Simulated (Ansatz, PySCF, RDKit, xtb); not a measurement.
**SiAsH5: from the formula to a structure, part 1 of 2**

Only the formula SiAsH5 is given. Aim: find the structure of lowest free energy at 298.15 K, then its properties.

The funnel: GFN2-xTB relaxations, single points with a density functional, relaxations at PBE0-D4/def2-TZVP, harmonic vibrations, and a last energy at a higher level. All values are calculated.

7 further runs of the same task are left out: 7 set aside as unsound or not needed.

## 1. Drawing up candidates

All bonding patterns within simple valence rules are listed by program: one Lewis structure each, at most two rings and one unusual centre or charged pair. O–O, O–halogen and N–halogen bonds and N–N–N chains are not drawn. That gives 2 candidates.

```tsv
label	SMILES	spin
c463	[SiH3][AsH2]	singlet
c986	[SiH2-][As@H3+]	singlet
```

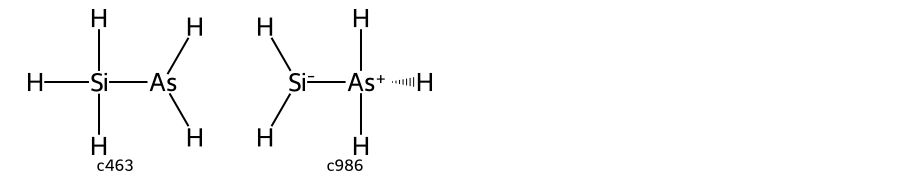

Structural formulas of the candidates.

Candidates are built by distance geometry, with a force field where one applies, in up to four conformers (letters a to d). 10 starts with atoms placed at random are added, to find patterns that the rules miss.

## 2. First filter: tight binding

All 12 starts are relaxed the same way. One of them, c073 (atoms placed at random), in full:

Contents of start.xyz:

```xyz
7
c073
As    -0.580240    -0.511140    -0.052800
Si     1.844210    -0.364800    -0.137770
H     -0.888860    -1.912790    -0.029570
H      0.269350    -1.044160     1.260350
H     -0.682780     1.564650    -0.501110
H      0.870930    -1.733560    -0.545250
H     -0.573300    -1.044710     1.954510
```

Command:

```console
$ xtb start.xyz --gfn 2 --opt
```

Standard output, shortened:

```text
* xtb version 6.7.1
[...]
          :  # basis functions                  25          :
[...]
          :  # electrons                        14          :
[...]
          :  Hamiltonian                  GFN2-xTB          :
[...]
          :  net charge                          0          :
          :  unpaired electrons                  0          :
[...]
   *** convergence criteria satisfied after 23 iterations ***
[...]
   *** GEOMETRY OPTIMIZATION CONVERGED AFTER 20 ITERATIONS ***
[...]
   *** convergence criteria satisfied after 3 iterations ***
[...]
         ::                     SUMMARY                     ::
         :::::::::::::::::::::::::::::::::::::::::::::::::::::
         :: total energy              -6.558071608358 Eh    ::
         :: gradient norm              0.000733461965 Eh/a0 ::
         :: HOMO-LUMO gap              1.831747514930 eV    ::
         ::.................................................::
         :: SCC energy                -6.609021075496 Eh    ::
         :: -> isotropic ES            0.007498096692 Eh    ::
         :: -> anisotropic ES          0.004115943297 Eh    ::
         :: -> anisotropic XC          0.001496033119 Eh    ::
         :: -> dispersion             -0.003886103119 Eh    ::
         :: repulsion energy           0.050949467138 Eh    ::
         :: add. restraining           0.000000000000 Eh    ::
         :: total charge               0.000000000000 e     ::
         :::::::::::::::::::::::::::::::::::::::::::::::::::::
[...]
         7        2.0000           -0.3212632              -8.7420 (HOMO)
         8                         -0.2539477              -6.9103 (LUMO)
[...]
     #   Z          covCN         q      C6AA      α(0)
     1  33          2.863    -0.088   216.850    26.988
     2  14          1.821     0.342   186.914    29.054
     3   1          0.972    -0.074     4.719     3.395
     4   1          0.778     0.014     2.903     2.681
     5   1          0.971    -0.074     4.729     3.398
     6   1          0.901    -0.124     6.492     3.986
     7   1          0.778     0.004     3.064     2.755
[...]
     #   Z sym  total        # sym  WBO       # sym  WBO       # sym  WBO
 ---------------------------------------------------------------------------
     1  33      3.425 --     2      1.364     3      0.972     5      0.967
     2  14      2.320 --     1      1.364     6      0.926
     3   1      0.995 --     1      0.972
     4   1      1.000 --     7      0.964
     5   1      0.994 --     1      0.967
     6   1      0.985 --     2      0.926
     7   1      1.000 --     4      0.964
 ---------------------------------------------------------------------------
[...]
molecular dipole:
                 x           y           z       tot (Debye)
 q only:        0.960       0.058       0.362
   full:        0.271      -0.095       0.153       0.827
molecular quadrupole (traceless):
[...]
          | TOTAL ENERGY               -6.558071608358 Eh   |
          | GRADIENT NORM               0.000733461965 Eh/α |
          | HOMO-LUMO GAP               1.831747514930 eV   |
           -------------------------------------------------
[...]
```

Wall time 0.075 s (2 threads of Arm Neoverse V1, shared host).

## 3. Distinct minima at GFN2-xTB

12 of the 12 relaxations converged; 7 ended on a minimum already found. 5 distinct structures remain:

```tsv
label	start	SMILES after	spin	energy (kcal/mol)	note
c010	random and drawn	[SiH3][AsH2]	singlet	0.0	
c856	random and drawn	[SiH2][AsH3] ‡	singlet	31.6	
c142	random	[H][H].[SiH][AsH2] ‡	singlet	49.4	fell apart
c781	random	[H][H].[SiH][AsH2] ‡	singlet	49.9	fell apart
c073	random	[H][H].[SiH][AsH2] ‡	singlet	51.2	fell apart
```

‡ marks the bonded skeleton alone, with all bonds drawn single: no Lewis structure was assigned that passes a check against the bond lengths.

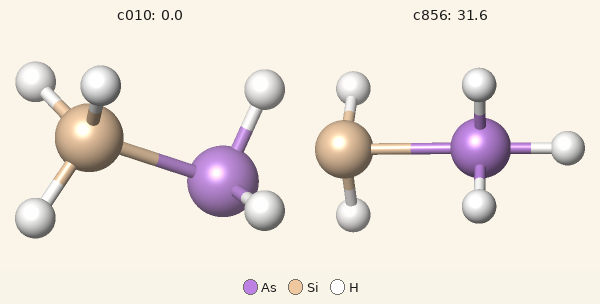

The 2 lowest minima that did not fall apart, with their GFN2-xTB energies in kcal/mol.

## 4. Second filter: single points

A choice of the minima (the low ones first, few conformers of a pattern, up to a cap) and the lowest that fell apart get a single point at r2SCAN-D4/def2-SVP on the tight-binding geometry, and one at HF/STO-3G for comparison. The lowest singlets are also tried as triplets at the same geometry (label ending in t). The first, c010:

Contents of input.yaml:

```yaml
crystal:
  periodic: [false, false, false]
  atoms:
    - {symbol: As, position_ang: [-0.577570, -0.851750, 1.457229]}
    - {symbol: Si, position_ang: [-0.376617, 0.593629, -0.349506]}
    - {symbol: H, position_ang: [-1.097527, 0.233055, 2.355238]}
    - {symbol: H, position_ang: [0.806225, 1.445995, -0.172588]}
    - {symbol: H, position_ang: [-1.990694, -1.210810, 1.100063]}
    - {symbol: H, position_ang: [-0.188856, -0.181088, -1.583528]}
    - {symbol: H, position_ang: [-1.526411, 1.480490, -0.562477]}
basis:
  gaussian:
    orbitals: def2-SVP
magnetization:
  spin_polarized: false
  initial_magnetization: 0
hamiltonian:
  xc: r2scan
  dispersion: d4
scf:
  lower_state_search: "off"
```

Command:

```console
$ ansatz run input.yaml --threads 2 --pin off --max-ram 4350MiB --events-out events.jsonl --progress --plain --runs-dir runs
```

Standard output:

```text
Warning: RAYON_NUM_THREADS=2 ignored (pool sized by the plan → 2); use --threads N
Functional definition: r2SCAN
  name "r2SCAN"
  parameter k0 = 0.174
  parameter k1 = 0.065
  parameter a1 = 4.9479
  exchange = r2scan_x(k0 = k0, k1 = k1, a1 = a1)
  correlation = r2scan_c
these checks for a lower state are left out or cut short: stability, starts, cluster_reference, orbital_swaps, neighbouring_geometries, increment
849 factors; their error is unknown
mean field evaluation 1: about -68788.8855 eV, gradient 1.3e1 eV
mean field evaluation 2: about -68789.2545 eV, gradient 7.6e0 eV
mean field evaluation 4: about -68789.3903 eV, gradient 3.6e-1 eV
mean field evaluation 8: about -68789.3208 eV, gradient 1.5e-2 eV
mean field -68789.32078845 eV, -2527.9609118991 hartree, gradient 1.3e-6 eV, S^2 0.000000; 0 other end points of the search recorded, 0 dependent functions left out
reference -68789.32079719 eV, -2527.9609122204 hartree; 26, 26 occupied and 49, 49 virtual orbitals, 849 factors
Total energy: -68789.34875069 eV, -2527.9619394926 hartree
Checks for a lower state left out: stability, starts, cluster_reference, orbital_swaps, neighbouring_geometries, increment
```

Wall time 1 s (2 threads of Arm Neoverse V1, shared host).

Relative energies in kcal/mol, each column from its lowest structure that stays in one piece:

```tsv
label	SMILES	spin	GFN2-xTB	HF/STO-3G	r2SCAN-D4/def2-SVP
c010	[SiH3][AsH2]	singlet	0.0	0.0	0.0
c856	[SiH2][AsH3] ‡	singlet	31.6	74.6	49.3
c142	[H][H].[SiH][AsH2] ‡	singlet	49.4	82.8	60.9
c856t	[SiH2][AsH3] ‡	triplet	–	–	95.2
c010t	[SiH3][AsH2]	triplet	–	–	135.1
```

‡ marks the bonded skeleton alone, with all bonds drawn single: no Lewis structure was assigned that passes a check against the bond lengths.

## 5. Refinement at PBE0-D4/def2-TZVP

3 candidates are relaxed at PBE0-D4/def2-TZVP (chosen among the lowest in one piece, with other spins of them). The first, c010:

Contents of input.yaml:

```yaml
crystal:
  periodic: [false, false, false]
  atoms:
    - symbol: As
      position_ang: [-0.577570, -0.851750, 1.457229]
    - symbol: Si
      position_ang: [-0.376617, 0.593629, -0.349506]
    - symbol: H
      position_ang: [-1.097527, 0.233055, 2.355238]
    - symbol: H
      position_ang: [0.806225, 1.445995, -0.172588]
    - symbol: H
      position_ang: [-1.990694, -1.210810, 1.100063]
    - symbol: H
      position_ang: [-0.188856, -0.181088, -1.583528]
    - symbol: H
      position_ang: [-1.526411, 1.480490, -0.562477]
basis:
  gaussian: {orbitals: def2-TZVP}
total_charge: 0
magnetization: {spin_polarized: false, initial_magnetization: 0}
hamiltonian: {xc: {name: PBE0}, dispersion: d4}
scf: {lower_state_search: "off"}
relax: {f_tol: 0.003}
```

Command:

```console
$ ansatz run input.yaml --threads 2 --pin off --max-ram 4350MiB --events-out events.jsonl --progress --plain --runs-dir runs
```

Standard output, shortened:

```text
Warning: RAYON_NUM_THREADS=2 ignored (pool sized by the plan → 2); use --threads N
[...]
Functional definition: PBE0
  name "PBE0"
[...]
911 factors; their error is unknown
[...]
mean field -68789.69271619 eV, -2527.9745799914 hartree, gradient 1.8e-6 eV, S^2 0.000000; 0 other end points of the search recorded, 0 dependent functions left out
[...]
reference -68789.69274557 eV, -2527.9745810714 hartree; 26, 26 occupied and 89, 89 virtual orbitals, 911 factors
relax step   1: F+E_penalty+E_count = -68789.79826566 eV  Δ(F+E_penalty+E_count) = +0.000e0 eV  max|allowed force component| = 4.393e-1 eV/Å  Δτ_max = 0.0000 Å  (15 SCF iters, accepted)
[...]
relax step   5: F+E_penalty+E_count = -68789.83766910 eV  Δ(F+E_penalty+E_count) = -1.588e-5 eV  max|allowed force component| = 4.706e-3 eV/Å  Δτ_max = 0.0054 Å  (21 SCF iters, accepted)
[...]
relax step   6: F+E_penalty+E_count = -68789.83767342 eV  Δ(F+E_penalty+E_count) = -4.320e-6 eV  max|allowed force component| = 5.481e-4 eV/Å  Δτ_max = 0.0014 Å  (22 SCF iters, accepted)
Total energy: -68789.83770324 eV, -2527.9799081675 hartree
Atom 0 at    -0.584529    -0.857869     1.471524 Å, force    -0.000246     0.000513    -0.000361 eV/Å
Atom 1 at    -0.376555     0.611583    -0.370352 Å, force     0.000453    -0.000548     0.000227 eV/Å
Atom 2 at    -1.079144     0.259371     2.380206 Å, force     0.000026    -0.000139     0.000276 eV/Å
Atom 3 at     0.831821     1.450691    -0.159557 Å, force     0.000039    -0.000012    -0.000207 eV/Å
Atom 4 at    -2.003167    -1.244842     1.076195 Å, force     0.000038    -0.000135    -0.000014 eV/Å
Atom 5 at    -0.184844    -0.206075    -1.596478 Å, force     0.000143    -0.000014     0.000023 eV/Å
Atom 6 at    -1.555032     1.496661    -0.557108 Å, force    -0.000453     0.000336     0.000057 eV/Å
Dipole moment:    -0.064715     0.050774    -0.012756 e Å
Checks for a lower state left out: stability, starts, cluster_reference, orbital_swaps, neighbouring_geometries, increment
```

It took 8.7 s on 2 threads of Arm Neoverse V1, shared host.

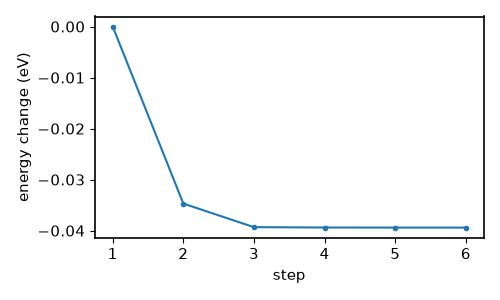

Energy along the run, all evaluated steps.

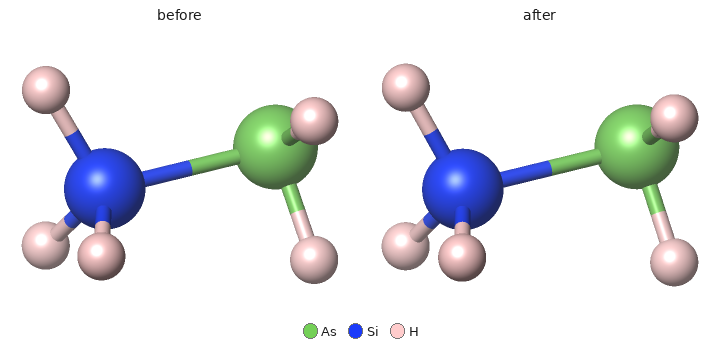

Before and after, at one scale.

After the run. Bond lengths: As1–Si2 2.365 Å, As1–H3 1.523 Å, Si2–H4 1.486 Å, As1–H5 1.523 Å, Si2–H6 1.486 Å, Si2–H7 1.486 Å. Angles: As1–Si2–H4 108.2°, As1–Si2–H6 108.2°, As1–Si2–H7 113.5°, Si2–As1–H3 92.1°, Si2–As1–H5 92.2°, H4–Si2–H6 108.8°, H4–Si2–H7 109.1°, H6–Si2–H7 109.0°, H3–As1–H5 92.2°.

## 6. Ranking at PBE0-D4/def2-TZVP

```tsv
label	spin	r2SCAN-D4/def2-SVP (kcal/mol)	PBE0-D4/def2-TZVP, relaxed (kcal/mol)	time	note
c010	singlet	0.0	0.0	8.7 s	
c856	singlet	49.3	39.7	13 s	
c856t	triplet	95.2	80.5	52 s	fell apart ([AsH3].[SiH2])
```

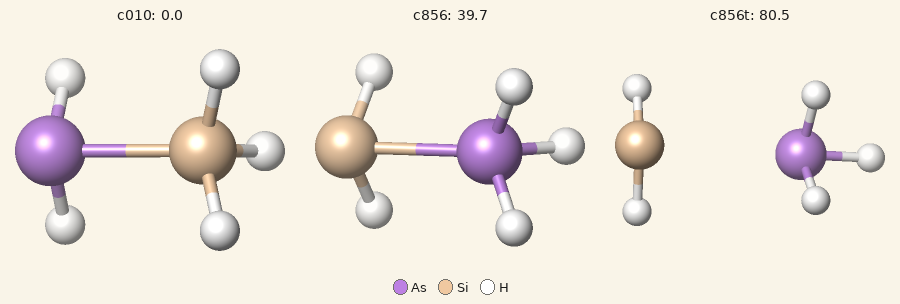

The relaxed structures, with energies at PBE0-D4/def2-TZVP in kcal/mol.

## 7. Harmonic analysis of the finalists

The lowest few in one piece go on as finalists (c856t drops out). Harmonic vibrations at PBE0-D4/def2-TZVP test each finalist and give the zero-point energy and the thermal terms. The first, c010:

Contents of input.yaml:

```yaml
crystal:
  periodic: [false, false, false]
  atoms:
    - symbol: As
      position_ang: [-0.584529, -0.857869, 1.471524]
    - symbol: Si
      position_ang: [-0.376555, 0.611583, -0.370352]
    - symbol: H
      position_ang: [-1.079144, 0.259371, 2.380206]
    - symbol: H
      position_ang: [0.831821, 1.450691, -0.159557]
    - symbol: H
      position_ang: [-2.003167, -1.244842, 1.076195]
    - symbol: H
      position_ang: [-0.184844, -0.206075, -1.596478]
    - symbol: H
      position_ang: [-1.555032, 1.496661, -0.557108]
basis:
  gaussian: {orbitals: def2-TZVP}
phonons: {}
hamiltonian: {xc: {name: PBE0}, dispersion: d4}
scf: {lower_state_search: off}
```

Command:

```console
$ ansatz run input.yaml --threads 2 --pin off --max-ram 4350MiB --events-out events.jsonl --progress --plain --runs-dir runs
```

Standard output, shortened:

```text
Warning: RAYON_NUM_THREADS=2 ignored (pool sized by the plan → 2); use --threads N
[... 2 set-up lines as earlier in the session ...]
[...]
911 factors; their error is unknown
[...]
mean field -68789.73256154 eV, -2527.9760442811 hartree, gradient 3.3e-6 eV, S^2 0.000000; 0 other end points of the search recorded, 0 dependent functions left out
[...]
reference -68789.73259136 eV, -2527.9760453771 hartree; 26, 26 occupied and 89, 89 virtual orbitals, 911 factors
[...]
911 factors; their error is unknown
mean field -68789.73249324 eV, -2527.9760417713 hartree, gradient 1.6e-6 eV, S^2 0.000000; 0 other end points of the search recorded, 0 dependent functions left out
[...]
reference -68789.73252307 eV, -2527.9760428673 hartree; 26, 26 occupied and 89, 89 virtual orbitals, 911 factors
[...]
911 factors; their error is unknown
[...]
Total energy: -68789.83770312 eV, -2527.9799081630 hartree
Atom 0 at    -0.584529    -0.857869     1.471524 Å, force    -0.000242     0.000520    -0.000358 eV/Å
Atom 1 at    -0.376555     0.611583    -0.370352 Å, force     0.000463    -0.000544     0.000230 eV/Å
Atom 2 at    -1.079144     0.259371     2.380206 Å, force     0.000028    -0.000143     0.000272 eV/Å
Atom 3 at     0.831821     1.450691    -0.159557 Å, force     0.000036    -0.000016    -0.000207 eV/Å
Atom 4 at    -2.003167    -1.244842     1.076195 Å, force     0.000031    -0.000140    -0.000015 eV/Å
Atom 5 at    -0.184844    -0.206075    -1.596478 Å, force     0.000141    -0.000014     0.000023 eV/Å
Atom 6 at    -1.555032     1.496661    -0.557108 Å, force    -0.000456     0.000336     0.000056 eV/Å
Dipole moment:    -0.064715     0.050774    -0.012756 e Å
Vibrations: 153.44 361.18 437.38 453.97 670.27 720.96 887.12 936.83 945.80 984.11 2207.06 2217.14 2221.23 2235.12 2236.38 cm⁻¹, zero-point energy 1.095275 eV
Checks for a lower state left out: stability, starts, cluster_reference, orbital_swaps, neighbouring_geometries, increment
```

Wall time 60 s (2 threads of Arm Neoverse V1, shared host).

## 8. Zero-point energy and free-energy terms

At 298.15 K and 1 atm, ideal gas, rigid rotor and harmonic oscillator:

```tsv
label	SMILES	spin	point group	lowest mode (cm⁻¹)	zero-point (kcal/mol)	G − E (kcal/mol)
c010	[SiH3][AsH2]	singlet	Cs	153	25.3	7.9
c856	[SiH2][AsH3] ‡	singlet	Cs	158	24.6	7.2
```

‡ marks the bonded skeleton alone, with all bonds drawn single: no Lewis structure was assigned that passes a check against the bond lengths.

## 9. Energies at the top level

Single points at CCSD(T)/def2-TZVPP on the refined geometries decide the order.

c010, CCSD(T)/def2-TZVPP:

Contents of input.yaml:

```yaml
crystal:
  periodic: [false, false, false]
  atoms:
    - {symbol: As, position_ang: [-0.584529, -0.857869, 1.471524]}
    - {symbol: Si, position_ang: [-0.376555, 0.611583, -0.370352]}
    - {symbol: H, position_ang: [-1.079144, 0.259371, 2.380206]}
    - {symbol: H, position_ang: [0.831821, 1.450691, -0.159557]}
    - {symbol: H, position_ang: [-2.003167, -1.244842, 1.076195]}
    - {symbol: H, position_ang: [-0.184844, -0.206075, -1.596478]}
    - {symbol: H, position_ang: [-1.555032, 1.496661, -0.557108]}
basis:
  gaussian:
    orbitals: def2-TZVPP
correlation:
  method: ccsd_t
  frozen_orbitals: {As: 9, H: 0, Si: 5}
```

Command:

```console
$ ansatz run input.yaml --threads 2 --pin off --max-ram 4350MiB --events-out events.jsonl --progress --plain --runs-dir runs
```

Standard output, shortened:

```text
Warning: RAYON_NUM_THREADS=2 ignored (pool sized by the plan → 2); use --threads N
Functional definition: HF
  name "HF"
[...]
933 factors; integrals over basis functions are off by at most 8.0e-4 eV
[...]
mean field -68737.32388676 eV, -2526.0500610069 hartree, gradient 2.1e-6 eV, S^2 0.000000; 0 other end points of the search recorded, 0 dependent functions left out
14 core orbitals not correlated: weight in the atoms' cores, before any rotation towards them, 1.000 or more for the frozen orbitals, at most 0.000 for the correlated occupied ones
reference -68737.32388676 eV, -2526.0500610069 hartree; 12, 12 occupied and 134, 134 virtual orbitals, 933 factors
second order -11.15772634 eV of doubles, -0.00000000 eV of singles
cycle   1  -11.66932395 eV  change   -5.1e-1 eV  update   8.3e-2
[...]
cycle   9  -12.12212430 eV  change    3.2e-6 eV  update   9.1e-6
perturbative correction -0.41575530 eV, -0.0152787256 hartree
Total energy: -68749.86176636 eV, -2526.5108195839 hartree
```

Run time: 23 s. Hardware: 2 threads of Arm Neoverse V1, shared host; peak memory 1.1 GiB.

## 10. c856 at CCSD(T)/def2-TZVPP

Contents of input.yaml:

```yaml
crystal:
  periodic: [false, false, false]
  atoms:
    - symbol: As
      position_ang: [0.143977, 0.595261, 0.225204]
    - symbol: Si
      position_ang: [0.299373, -1.783137, 0.604514]
    - symbol: H
      position_ang: [1.404639, 1.382759, 0.476919]
    - symbol: H
      position_ang: [-1.218392, -1.778754, 0.442580]
    - symbol: H
      position_ang: [-0.832552, 1.547475, 0.886291]
    - symbol: H
      position_ang: [0.242180, -1.421388, 2.086297]
    - symbol: H
      position_ang: [-0.089466, 1.016974, -1.203235]
basis:
  gaussian:
    orbitals: def2-TZVPP
correlation:
  method: ccsd_t
  frozen_orbitals: {As: 9, H: 0, Si: 5}
```

Command:

```console
$ ansatz run input.yaml --threads 2 --pin off --max-ram 4350MiB --events-out events.jsonl --progress --plain --runs-dir runs
```

Standard output, shortened:

```text
Warning: RAYON_NUM_THREADS=2 ignored (pool sized by the plan → 2); use --threads N
[... 2 set-up lines as earlier in the session ...]
[...]
933 factors; integrals over basis functions are off by at most 1.2e-3 eV
[...]
mean field -68735.35027579 eV, -2525.9775321414 hartree, gradient 5.3e-6 eV, S^2 0.000000; 0 other end points of the search recorded, 0 dependent functions left out
14 core orbitals not correlated: weight in the atoms' cores, before any rotation towards them, 1.000 or more for the frozen orbitals, at most 0.000 for the correlated occupied ones
reference -68735.35027579 eV, -2525.9775321414 hartree; 12, 12 occupied and 134, 134 virtual orbitals, 933 factors
second order -11.29907027 eV of doubles, -0.00000000 eV of singles
cycle   1  -11.83007138 eV  change   -5.3e-1 eV  update   8.9e-2
[...]
cycle   9  -12.30444374 eV  change    1.5e-5 eV  update   2.4e-5
perturbative correction -0.44676915 eV, -0.0164184635 hartree
Total energy: -68748.10148868 eV, -2526.4461305721 hartree
```

Wall time 23 s (2 threads of Arm Neoverse V1, shared host); peak memory 1.1 GiB.

## 11. Putting it together

Energies in kcal/mol from c010; G adds the thermal terms to the CCSD(T)/def2-TZVPP energy. The columns left of the relaxed level are at the tight-binding geometries.

```tsv
label	SMILES	spin	GFN2-xTB	HF/STO-3G	r2SCAN-D4/def2-SVP	PBE0-D4/def2-TZVP	HF/def2-TZVPP	MP2/def2-TZVPP	CCSD(T)/def2-TZVPP	G	share at equilibrium	T1
c010	[SiH3][AsH2]	singlet	0.0	0.0	0.0	0.0	0.0	0.0	0.0	0.0	100.0 %	0.011
c856	[SiH2][AsH3] ‡	singlet	31.6	74.6	49.3	39.7	45.5	42.3	40.6	39.8	< 0.1 %	0.012
```

‡ marks the bonded skeleton alone, with all bonds drawn single: no Lewis structure was assigned that passes a check against the bond lengths.

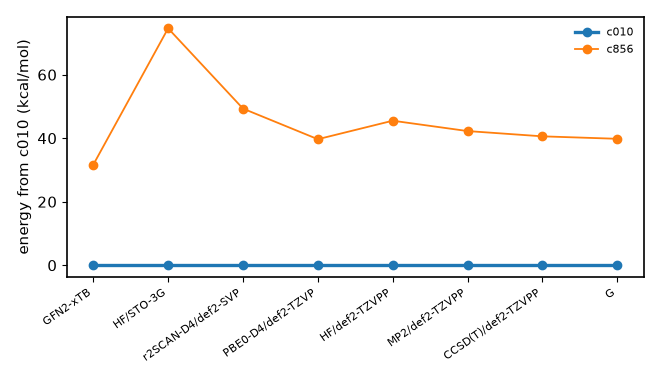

The finalists at each level, measured from c010.

Lowest found: c010, `[SiH3][AsH2]`, a singlet of point group Cs. Bond lengths: As1–Si2 2.365 Å, As1–H3 1.523 Å, Si2–H4 1.486 Å, As1–H5 1.523 Å, Si2–H6 1.486 Å, Si2–H7 1.486 Å. Angles: As1–Si2–H4 108.2°, As1–Si2–H6 108.2°, As1–Si2–H7 113.5°, Si2–As1–H3 92.1°, Si2–As1–H5 92.2°, H4–Si2–H6 108.8°, H4–Si2–H7 109.1°, H6–Si2–H7 109.0°, H3–As1–H5 92.2°.

```xyz
7

As   -0.5845   -0.8579    1.4715
Si   -0.3766    0.6116   -0.3704
H    -1.0791    0.2594    2.3802
H     0.8318    1.4507   -0.1596
H    -2.0032   -1.2448    1.0762
H    -0.1848   -0.2061   -1.5965
H    -1.5550    1.4967   -0.5571
```

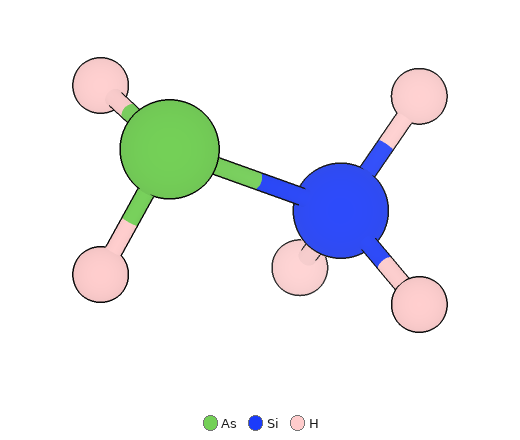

The lowest structure found, seen from a chosen angle (arsenic green, silicon blue, hydrogen pink).

(Continued in part 2 of 2.)
